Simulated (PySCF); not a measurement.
Consider C3H9BrOSi2.

The calculation's input:

```
{"job": {"kind": "uv", "xc": "CAM-B3LYP", "basis": "def2-SVPD", "nstates": 8, "ntriplets": 3}, "charge": 0, "multiplicity": 1}
C      2.393535     0.652039    -0.349061
Si     0.934770    -0.066755     0.605874
C     -0.202751    -1.219493    -0.413384
C     -1.660074    -0.894614    -0.043431
Si    -1.698865     0.934490     0.465442
Br    -2.073095     2.241806    -1.266942
O     -0.151760     1.144656     0.899968
H      2.088783     1.081069    -1.299740
H      2.876715     1.434908     0.226137
H      3.131983    -0.116932    -0.546542
H      1.244590    -0.589331     1.936025
H     -0.055634    -1.020568    -1.478438
H      0.001032    -2.280494    -0.270471
H     -2.340039    -1.152671    -0.856298
H     -1.959316    -1.498273     0.815597
H     -2.537470     1.359108     1.563851
```

Command:

```sh
OMP_NUM_THREADS=1 python probes_run.py task.json out
```

Geometry: GFN2-xTB.

Theory: PySCF 2.14.0, CAM-B3LYP/def2-SVPD, SCF density, gas phase.

Predict the electron density and electron localisation function between the atoms.

C–C (1.54 Å): ρ is about 1.6 e/Å³ halfway; the ELF peaks at about 0.95 between the atoms (a shared electron pair).
C–Si (1.90 Å): the density is about 0.96 e/Å³ at the midpoint; the ELF peaks at about 0.95 between the atoms, as expected for localised, covalent bonding.
C–H (1.08 Å): the density is about 1.9 e/Å³ at the midpoint; the ELF climbs to about 1 towards the hydrogen, as it does in any bond to H; a covalent bond by its length.

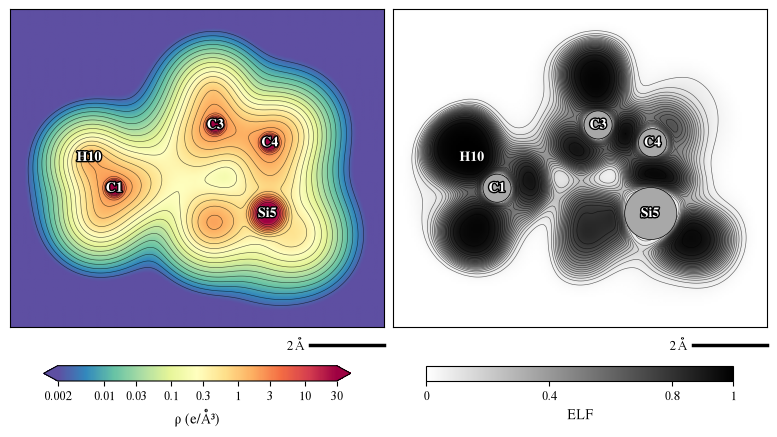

Computed electron density and electron localisation function on the plane of atoms C3, C4 and Si5, in this order. Grey discs cover the atomic cores in the ELF map. 
